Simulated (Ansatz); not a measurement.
# C2H7FN2O: inversion of the pyramid at N4, part 2 of 2

How high is the barrier for the inversion of the pyramid at N4? Relax the two ends, then run a nudged elastic band between them. SMILES of the start: CNC(N)(O)F.

Ansatz 0.2.0; RKS B3LYP-D4/def2-mTZVP.

## (5) What the band shows

The 5 inner images lie between the fixed ends 0 and 6. Energy is taken from image 0, and the path length is the program's own coordinate along the band.

| image | path (Å) | energy (eV) | sum of angles at N4 (°) | band force (eV/Å) |
| --- | --- | --- | --- | --- |
| 0 | 0.000 | 0.0000 | 328.1 | - |
| 1 | 0.213 | 0.0061 | 329.6 | 0.017 |
| 2 | 0.425 | 0.0398 | 339.0 | 0.016 |
| 3 | 0.638 | 0.1445 | 355.6 | 0.046 |
| 4* | 0.851 | 0.2024 | 358.8 | 0.042 |
| 5 | 1.570 | 0.1817 | 334.8 | 0.009 |
| 6 | 2.288 | 0.1697 | 331.7 | - |

The star marks the climbing image.

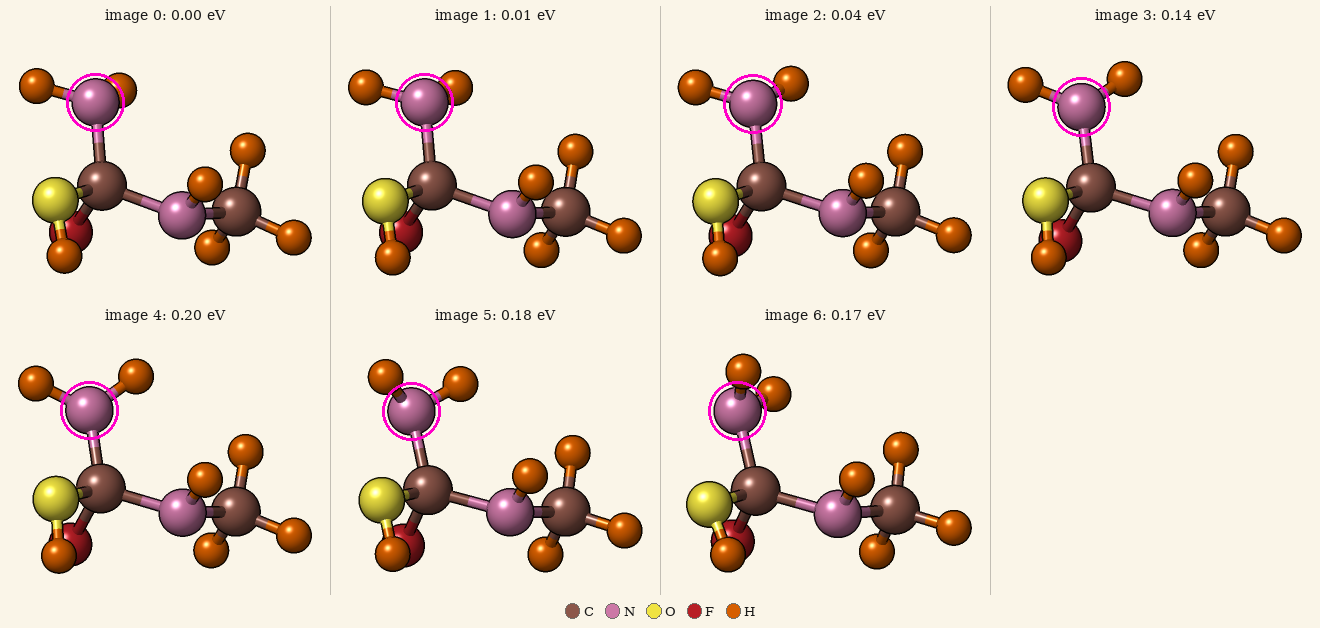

Snapshots along the band, viewed from a chosen angle. Ringed: N4. Sticks join atoms closer than a bonding distance in each image.

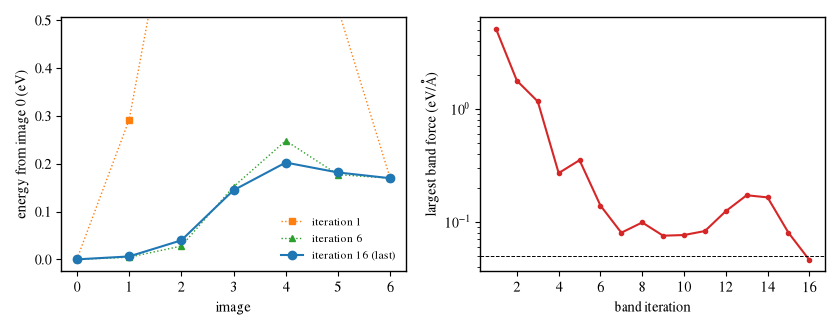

Left: energy of each image for early iterations and the last one (lines only join the points; early values far above the last band run off the scale). Right: the largest band force by iteration, with the threshold dashed.

The top of the band by iteration:

| iteration | highest image above image 0 (eV) | largest band force (eV/Å) |
| --- | --- | --- |
| 1 | 1.6051 | 5.109 |
| 3 | 0.2950 | 1.162 |
| 5 | 0.2500 | 0.351 |
| 7 | 0.2445 | 0.080 |
| 9 | 0.2400 | 0.075 |
| 11 | 0.2334 | 0.083 |
| 13 | 0.2129 | 0.172 |
| 15 | 0.2022 | 0.080 |
| 16 | 0.2024 | 0.046 |

The band as a trajectory file:

```xyz
13
image=0 dE=0.0000
C     0.718   -0.693    1.345
N     0.791    0.342    0.315
C    -0.376    0.522   -0.502
N    -0.731   -0.584   -1.326
O    -0.218    1.610   -1.332
F    -1.433    0.810    0.417
H     1.655   -0.694    1.901
H     0.557   -1.707    0.954
H    -0.084   -0.456    2.040
H     1.566    0.161   -0.317
H    -1.491   -0.318   -1.946
H    -1.045   -1.361   -0.755
H     0.113    2.333   -0.778
13
image=1 dE=0.0061
C     0.700   -0.690    1.348
N     0.798    0.325    0.300
C    -0.367    0.529   -0.515
N    -0.724   -0.563   -1.351
O    -0.207    1.630   -1.329
F    -1.420    0.819    0.411
H     1.647   -0.723    1.885
H     0.489   -1.706    0.982
H    -0.078   -0.410    2.053
H     1.570    0.126   -0.329
H    -1.557   -0.339   -1.887
H    -0.909   -1.392   -0.797
H     0.079    2.358   -0.757
13
image=2 dE=0.0398
C     0.687   -0.699    1.352
N     0.796    0.307    0.296
C    -0.370    0.543   -0.509
N    -0.747   -0.536   -1.340
O    -0.192    1.637   -1.334
F    -1.399    0.885    0.428
H     1.633   -0.737    1.890
H     0.464   -1.717    1.000
H    -0.089   -0.405    2.055
H     1.561    0.097   -0.338
H    -1.606   -0.368   -1.850
H    -0.761   -1.430   -0.871
H     0.043    2.386   -0.765
13
image=3 dE=0.1445
C     0.686   -0.705    1.358
N     0.785    0.300    0.301
C    -0.392    0.549   -0.485
N    -0.820   -0.525   -1.266
O    -0.200    1.624   -1.338
F    -1.384    0.956    0.471
H     1.633   -0.735    1.896
H     0.468   -1.725    1.008
H    -0.092   -0.414    2.060
H     1.543    0.095   -0.342
H    -1.585   -0.378   -1.904
H    -0.649   -1.465   -0.959
H     0.027    2.387   -0.785
13
image=4 dE=0.2024
C     0.684   -0.708    1.363
N     0.780    0.292    0.302
C    -0.409    0.549   -0.463
N    -0.930   -0.533   -1.169
O    -0.204    1.599   -1.348
F    -1.367    1.011    0.498
H     1.633   -0.738    1.898
H     0.461   -1.727    1.015
H    -0.092   -0.413    2.064
H     1.533    0.086   -0.346
H    -1.537   -0.365   -1.952
H    -0.568   -1.458   -1.035
H     0.037    2.371   -0.812
13
image=5 dE=0.1817
C     0.698   -0.695    1.348
N     0.744    0.304    0.283
C    -0.493    0.557   -0.422
N    -1.100   -0.510   -1.153
O    -0.313    1.600   -1.312
F    -1.393    0.959    0.584
H     1.687   -0.765    1.801
H     0.409   -1.704    1.017
H    -0.004   -0.375    2.114
H     1.448    0.066   -0.410
H    -0.988   -0.377   -2.149
H    -0.764   -1.421   -0.872
H     0.091    2.326   -0.812
13
image=6 dE=0.1697
C     0.712   -0.693    1.298
N     0.728    0.351    0.276
C    -0.522    0.581   -0.429
N    -1.114   -0.459   -1.217
O    -0.353    1.660   -1.271
F    -1.448    0.873    0.579
H     1.707   -0.767    1.735
H     0.434   -1.689    0.922
H     0.018   -0.418    2.088
H     1.441    0.154   -0.422
H    -0.578   -0.612   -2.064
H    -1.185   -1.324   -0.693
H     0.181    2.307   -0.785
```

## (6) Frequencies at the highest image

The geometry is the highest inner image of the first converged band.

The input, input.yaml:

```yaml
crystal:
  periodic: [false, false, false]
  atoms:
    - { symbol: C, position_ang: [0.683994, -0.708198, 1.362612] }
    - { symbol: "N", position_ang: [0.779663, 0.292494, 0.302328] }
    - { symbol: C, position_ang: [-0.409223, 0.549115, -0.463107] }
    - { symbol: "N", position_ang: [-0.929629, -0.533467, -1.169231] }
    - { symbol: O, position_ang: [-0.203807, 1.599236, -1.34775] }
    - { symbol: F, position_ang: [-1.366562, 1.010975, 0.497991] }
    - { symbol: H, position_ang: [1.632762, -0.737974, 1.897955] }
    - { symbol: H, position_ang: [0.460915, -1.72748, 1.015265] }
    - { symbol: H, position_ang: [-0.092249, -0.412938, 2.064132] }
    - { symbol: H, position_ang: [1.532719, 0.085745, -0.346179] }
    - { symbol: H, position_ang: [-1.537025, -0.365236, -1.952244] }
    - { symbol: H, position_ang: [-0.56785, -1.458415, -1.03477] }
    - { symbol: H, position_ang: [0.036592, 2.37144, -0.812105] }
basis:
  gaussian: { orbitals: def2-mTZVP }
hamiltonian:
  xc: b3lyp
  dispersion: d4
phonons: {}
```

On the command line:

```sh
$ ansatz run input.yaml --threads 2 --pin off --max-ram 3072MiB --backend cpu --events-out ev --progress --plain --runs-dir out
```

The program printed (excerpt; [...] marks lines left out):

```text
Warning: RAYON_NUM_THREADS=2 ignored (pool sized by the plan → 2); use --threads N
[...]
Functional definition: B3LYP
[...]
1247 factors; their error is unknown
[...]
mean field -9935.60737933 eV, -365.1268365937 hartree, gradient 7.4e-5 eV, S^2 0.000000; 0 other end points of the search recorded, 0 dependent functions left out
[...]
reference -9935.60764150 eV, -365.1268462285 hartree; 25, 25 occupied and 115, 115 virtual orbitals, 1247 factors
[...]
1247 factors; their error is unknown
mean field -9935.60722024 eV, -365.1268307473 hartree, gradient 1.1e-6 eV, S^2 0.000000; 0 other end points of the search recorded, 0 dependent functions left out
[...]
reference -9935.60748235 eV, -365.1268403796 hartree; 25, 25 occupied and 115, 115 virtual orbitals, 1247 factors
[...]
1247 factors; their error is unknown
mean field -9935.60716903 eV, -365.1268288653 hartree, gradient 1.1e-6 eV, S^2 0.000000; 0 other end points of the search recorded, 0 dependent functions left out
[...]
WARN: phonons: modes at or below zero, which the zero-point energy, F, S and C_V leave out: 1, the lowest at -547.50 cm⁻¹. A minimum has none, and a first-order saddle one
[...]
Atom 5 at    -1.366562     1.010975     0.497991 Å, force     0.000279     0.005631    -0.011284 eV/Å
Atom 6 at     1.632762    -0.737974     1.897955 Å, force    -0.000669     0.001283     0.000457 eV/Å
Atom 7 at     0.460915    -1.727480     1.015265 Å, force     0.002047    -0.001589    -0.000040 eV/Å
Atom 8 at    -0.092249    -0.412938     2.064132 Å, force    -0.002489     0.000651    -0.000684 eV/Å
Atom 9 at     1.532719     0.085745    -0.346179 Å, force     0.004485     0.008817     0.003690 eV/Å
Atom 10 at    -1.537025    -0.365236    -1.952244 Å, force     0.001647     0.014786    -0.005159 eV/Å
Atom 11 at    -0.567850    -1.458415    -1.034770 Å, force     0.030258    -0.001265     0.003350 eV/Å
Atom 12 at     0.036592     2.371440    -0.812105 Å, force    -0.006851     0.003721     0.003827 eV/Å
Dipole moment:     0.346580    -0.409054    -0.128750 e Å
Vibrations: -547.50 105.88 200.47 207.75 252.66 361.16 425.73 482.37 540.79 566.04 592.25 751.05 786.59 950.62 1000.11 1090.35 1155.79 1177.35 1230.30 1315.31 1420.43 1477.57 1497.60 1525.17 1543.26 1643.66 2959.34 3084.87 3139.14 3526.16 3622.75 3750.49 3764.53 cm⁻¹, zero-point energy 2.860782 eV
```

It took 3.6 min on 2 threads of Arm Neoverse V1, shared host; peak memory 0.34 GiB.

Of 33 modes, 1 is imaginary by more than 30 cm⁻¹ (548i cm⁻¹).

## (7) The band again, with other settings

crystal.atoms is end A as relaxed above, and neb.final_atoms is end B, turned to lie on A. With 5 inner images the band has 7 in all. The start path is listed, through a guess of the saddle.

The input, input.yaml:

```yaml
crystal:
  periodic: [false, false, false]
  atoms:
    - { symbol: C, position_ang: [0.717704, -0.693213, 1.345096] }
    - { symbol: "N", position_ang: [0.791343, 0.342104, 0.315091] }
    - { symbol: C, position_ang: [-0.376193, 0.522001, -0.502477] }
    - { symbol: "N", position_ang: [-0.731152, -0.583821, -1.326306] }
    - { symbol: O, position_ang: [-0.217864, 1.610018, -1.332127] }
    - { symbol: F, position_ang: [-1.432838, 0.810266, 0.417222] }
    - { symbol: H, position_ang: [1.654667, -0.693932, 1.90061] }
    - { symbol: H, position_ang: [0.55687, -1.707349, 0.953852] }
    - { symbol: H, position_ang: [-0.084192, -0.456066, 2.039777] }
    - { symbol: H, position_ang: [1.565699, 0.160969, -0.317311] }
    - { symbol: H, position_ang: [-1.491201, -0.318454, -1.94604] }
    - { symbol: H, position_ang: [-1.04545, -1.360669, -0.75478] }
    - { symbol: H, position_ang: [0.112907, 2.333444, -0.77771] }
basis:
  gaussian: { orbitals: def2-mTZVP }
hamiltonian:
  xc: b3lyp
  dispersion: d4
neb:
  order_check: false
  images: 5
  f_tol: 0.05
  max_iterations: 60
  spring: 0.5
  final_atoms:
    - { symbol: C, position_ang: [0.71235733, -0.69288357, 1.29775621] }
    - { symbol: "N", position_ang: [0.728385, 0.35064002, 0.27573175] }
    - { symbol: C, position_ang: [-0.52226635, 0.58141941, -0.42936014] }
    - { symbol: "N", position_ang: [-1.1142877, -0.45921822, -1.21717265] }
    - { symbol: O, position_ang: [-0.35292401, 1.65990289, -1.27140307] }
    - { symbol: F, position_ang: [-1.44819575, 0.87297418, 0.57870655] }
    - { symbol: H, position_ang: [1.707443, -0.76740047, 1.73482238] }
    - { symbol: H, position_ang: [0.4337058, -1.6885925, 0.92184708] }
    - { symbol: H, position_ang: [0.01763391, -0.41756646, 2.0875594] }
    - { symbol: H, position_ang: [1.44082533, 0.15426665, -0.42200307] }
    - { symbol: H, position_ang: [-0.57755703, -0.61187894, -2.06406527] }
    - { symbol: H, position_ang: [-1.18536749, -1.32385059, -0.69271969] }
    - { symbol: H, position_ang: [0.18054797, 2.30748559, -0.78480247] }
  initial_path:
    images:
      - { positions_ang: [[0.717704, -0.693213, 1.345096], [0.791343, 0.342104, 0.315091], [-0.376193, 0.522001, -0.502477], [-0.731152, -0.583821, -1.326306], [-0.217864, 1.610018, -1.332127], [-1.432838, 0.810266, 0.417222], [1.654667, -0.693932, 1.90061], [0.55687, -1.707349, 0.953852], [-0.084192, -0.456066, 2.039777], [1.565699, 0.160969, -0.317311], [-1.491201, -0.318454, -1.94604], [-1.04545, -1.360669, -0.75478], [0.112907, 2.333444, -0.77771]] }
      - { positions_ang: [[0.71696065, -0.68072256, 1.34301373], [0.77707111, 0.31351545, 0.2653495], [-0.43102205, 0.52101815, -0.48208397], [-0.74709008, -0.57764429, -1.30894523], [-0.28736725, 1.62793316, -1.28914207], [-1.44582028, 0.77909463, 0.43947317], [1.67137036, -0.72595467, 1.83928087], [0.45947731, -1.66054124, 0.99785171], [-0.02102508, -0.34441278, 2.08579026], [1.47145261, 0.03776069, -0.39268478], [-1.3136528, -0.25152628, -2.03503167], [-0.92766616, -1.38085493, -0.72415724], [0.09761166, 2.30763268, -0.72381728]] }
      - { positions_ang: [[0.7162173, -0.66823212, 1.34093147], [0.76279923, 0.2849269, 0.21560799], [-0.48585109, 0.52003531, -0.46169093], [-0.76302817, -0.57146758, -1.29158446], [-0.35687051, 1.64584831, -1.24615714], [-1.45880255, 0.74792326, 0.46172434], [1.68807371, -0.75797733, 1.77795174], [0.36208462, -1.61373349, 1.04185141], [0.04214183, -0.23275955, 2.13180352], [1.37720623, -0.08544763, -0.46805855], [-1.1361046, -0.18459856, -2.12402335], [-0.80988233, -1.40104087, -0.69353448], [0.08231633, 2.28182135, -0.66992455]] }
      - { positions_ang: [[0.71547395, -0.65574168, 1.3388492], [0.74852734, 0.25633835, 0.16586649], [-0.54068014, 0.51905246, -0.4412979], [-0.77896625, -0.56529087, -1.27422369], [-0.42637376, 1.66376347, -1.20317221], [-1.47178483, 0.71675188, 0.4839755], [1.70477707, -0.79, 1.71662261], [0.26469193, -1.56692573, 1.08585112], [0.10530875, -0.12110633, 2.17781679], [1.28295984, -0.20865594, -0.54343233], [-0.9585564, -0.11767084, -2.21301502], [-0.69209849, -1.4212268, -0.66291172], [0.06702099, 2.25601003, -0.61603183]] }
      - { positions_ang: [[0.71443508, -0.66812231, 1.32515154], [0.74181322, 0.28777224, 0.20248824], [-0.53454221, 0.53984144, -0.43731865], [-0.89074007, -0.52993332, -1.25520668], [-0.40189051, 1.66247661, -1.22591583], [-1.4639218, 0.76882598, 0.51555252], [1.70566571, -0.78246682, 1.7226892], [0.32102988, -1.60748132, 1.03118311], [0.0760838, -0.21992637, 2.14773099], [1.33558167, -0.08768175, -0.50295591], [-0.83155661, -0.28240688, -2.16336511], [-0.85652149, -1.38876807, -0.67284771], [0.10486332, 2.27316855, -0.67228871]] }
      - { positions_ang: [[0.7133962, -0.68050294, 1.31145388], [0.73509911, 0.31920613, 0.23911], [-0.52840428, 0.56063043, -0.43333939], [-1.00251388, -0.49457577, -1.23618967], [-0.37740726, 1.66118975, -1.24865945], [-1.45605878, 0.82090008, 0.54712953], [1.70655435, -0.77493364, 1.72875579], [0.37736784, -1.64803691, 0.9765151], [0.04685885, -0.31874642, 2.11764519], [1.3882035, 0.03329245, -0.46247949], [-0.70455682, -0.44714291, -2.11371519], [-1.02094449, -1.35630933, -0.6827837], [0.14270564, 2.29032707, -0.72854559]] }
      - { positions_ang: [[0.71235733, -0.69288357, 1.29775621], [0.728385, 0.35064002, 0.27573175], [-0.52226635, 0.58141941, -0.42936014], [-1.1142877, -0.45921822, -1.21717265], [-0.35292401, 1.65990289, -1.27140307], [-1.44819575, 0.87297418, 0.57870655], [1.707443, -0.76740047, 1.73482238], [0.4337058, -1.6885925, 0.92184708], [0.01763391, -0.41756646, 2.0875594], [1.44082533, 0.15426665, -0.42200307], [-0.57755703, -0.61187894, -2.06406527], [-1.18536749, -1.32385059, -0.69271969], [0.18054797, 2.30748559, -0.78480247]] }
```

On the command line:

```sh
$ ansatz run input.yaml --threads 2 --pin off --max-ram 3072MiB --backend cpu --events-out ev --progress --plain --runs-dir out
```

The program printed (excerpt; [...] marks lines left out):

```text
Warning: RAYON_NUM_THREADS=2 ignored (pool sized by the plan → 2); use --threads N
[...]
Functional definition: B3LYP
[...]
1247 factors; their error is unknown
[...]
mean field -9935.80992107 eV, -365.1342798655 hartree, gradient 4.1e-5 eV, S^2 0.000000; 0 other end points of the search recorded, 0 dependent functions left out
[...]
reference -9935.81017880 eV, -365.1342893370 hartree; 25, 25 occupied and 115, 115 virtual orbitals, 1247 factors
1247 factors; their error is unknown
[...]
mean field -9935.63967791 eV, -365.1280235446 hartree, gradient 2.0e-5 eV, S^2 0.000000; 0 other end points of the search recorded, 0 dependent functions left out
[...]
reference -9935.63993375 eV, -365.1280329466 hartree; 25, 25 occupied and 115, 115 virtual orbitals, 1247 factors
NEB end point (image 0): max|allowed force component| = 1.435e-2 eV/Å (the criterion of neb.relax_end_points is 1.000e-2)
[...]
Atom 4 at    -0.193654     1.599728    -1.351508 Å, force     0.016444     0.007779    -0.004094 eV/Å
Atom 5 at    -1.365194     1.020015     0.490976 Å, force    -0.008023     0.010309    -0.004465 eV/Å
Atom 6 at     1.624693    -0.735882     1.905717 Å, force     0.000965     0.002967    -0.002064 eV/Å
Atom 7 at     0.471719    -1.732353     1.006637 Å, force     0.001541    -0.001731    -0.001428 eV/Å
Atom 8 at    -0.104593    -0.426376     2.053759 Å, force    -0.002362     0.000559    -0.000048 eV/Å
Atom 9 at     1.537199     0.094179    -0.340879 Å, force     0.005369     0.005483     0.002872 eV/Å
Atom 10 at    -1.550905    -0.370332    -1.937698 Å, force    -0.001138     0.013174     0.000179 eV/Å
Atom 11 at    -0.566706    -1.458105    -1.028068 Å, force     0.018831     0.004029     0.006678 eV/Å
Atom 12 at     0.038098     2.374535    -0.815739 Å, force    -0.004553     0.001719     0.002286 eV/Å
Dipole moment:     0.337813    -0.410713    -0.122126 e Å
this run last wrote the band of iteration 16 to <dir>; this run last wrote the band within `neb.f_tol` of iteration 7 to <dir>
```

Run time: 5.3 min. Hardware: 2 threads of Arm Neoverse V1, shared host; peak memory 0.36 GiB.

## (8) What the band shows

Images 0 and 6 are the ends. Energies count from image 0; the path length is the program's own measure over all atoms.

| image | path (Å) | energy (eV) | sum of angles at N4 (°) | band force (eV/Å) |
| --- | --- | --- | --- | --- |
| 0 | 0.000 | 0.0000 | 328.1 | - |
| 1 | 0.208 | 0.0061 | 329.6 | 0.005 |
| 2 | 0.418 | 0.0385 | 338.6 | 0.035 |
| 3 | 0.628 | 0.1406 | 355.1 | 0.025 |
| 4* | 0.839 | 0.2022 | 359.1 | 0.029 |
| 5 | 1.571 | 0.1816 | 334.8 | 0.008 |
| 6 | 2.304 | 0.1697 | 331.7 | - |

The star marks the climbing image.

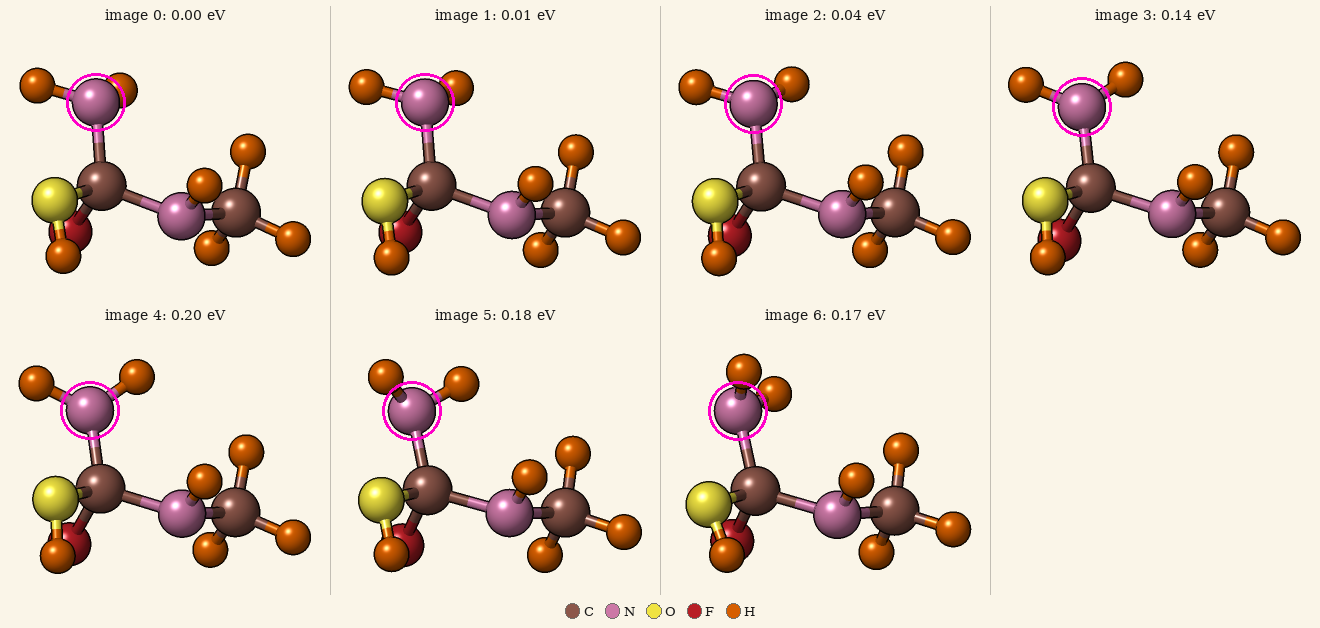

The images of the last band, seen from a chosen angle. Ringed: N4. Sticks join atoms closer than a bonding distance in each image.

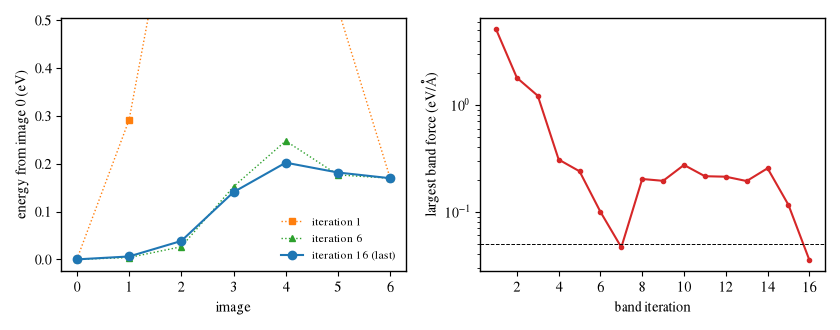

Left: energy of each image for early iterations and the last one (lines only join the points; early values far above the last band run off the scale). Right: the largest band force by iteration, with the threshold dashed.

## (9) Summary of results

This closing draws on all 2 parts.

| quantity | value |
| --- | --- |
| end A | 8 moves, 0.778 eV lower |
| end B | 11 moves, 1.127 eV lower |
| first band: barrier forwards | 0.202 eV |
| first band: barrier backwards | 0.033 eV |
| first band: second end relative to first | +0.170 eV |
| first band: highest image | 4 of 0 to 6, climbing |
| first band: band iterations | 16 |
| imaginary modes at the top | 548i cm⁻¹ |
| second band | top 0.202 eV above image 0, 16 iterations, 5 inner images |
| time, first and second band | 5.6 min and 5.3 min |

In words: In the first band: the top lies 0.20 eV above the first end, or 8 kT at room temperature; with a typical attempt rate of 10^13 per second that is roughly 10^10 events a second. Going back costs 0.033 eV, since the second end is 0.17 eV above the first. One imaginary mode, as a first-order saddle point has. The second band's top agrees with the first's to 1 meV, so the changed settings hardly move the height. These are electronic energies, with no zero-point or thermal terms. Tunnelling, which matters where hydrogen moves, is missing too.
